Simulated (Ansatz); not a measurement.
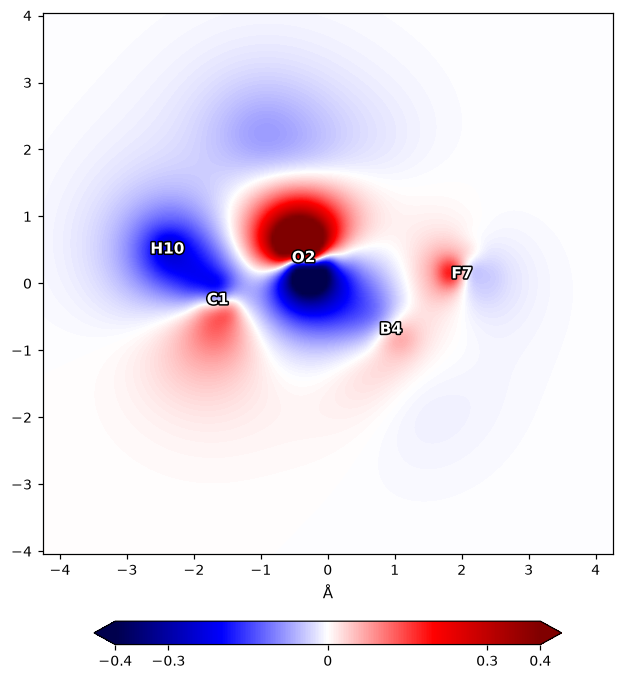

Figure. C2H6BF3O (SMILES C[O+](C)[B-](F)(F)F). The HOMO on the plane of atoms C1, O2 and B4 (values in Å⁻³ᐟ²; the overall sign is arbitrary).

Geometry: PBE0-D4/def2-TZVP.

These are results of RKS PBE0-D4/def2-TZVPP (Ansatz 0.2.0), not measurements.

```xyz
13

C     0.8247    0.6042    0.9800
O     0.3593   -0.0946   -0.1786
C    -0.1223   -1.4077    0.1231
B    -0.6528    0.8068   -1.1758
F     0.0815    1.9193   -1.4113
F    -1.7594    1.0021   -0.4076
F    -0.8319   -0.0172   -2.2348
H     0.0057    0.7338    1.6910
H     1.1878    1.5697    0.6408
H     1.6344    0.0270    1.4273
H     0.6906   -1.9766    0.5750
H    -0.9737   -1.3449    0.8045
H    -0.4236   -1.8567   -0.8186
```

Where does this orbital lie, and at what energy?

By Hirshfeld shares it lies mainly on O2 (about 50 %), C1 (about 10 %), C3 (about 10 %), F6 (about 5 %), H8 (about 5 %) and H12 (about 5 %). Its energy is −9.68 eV.
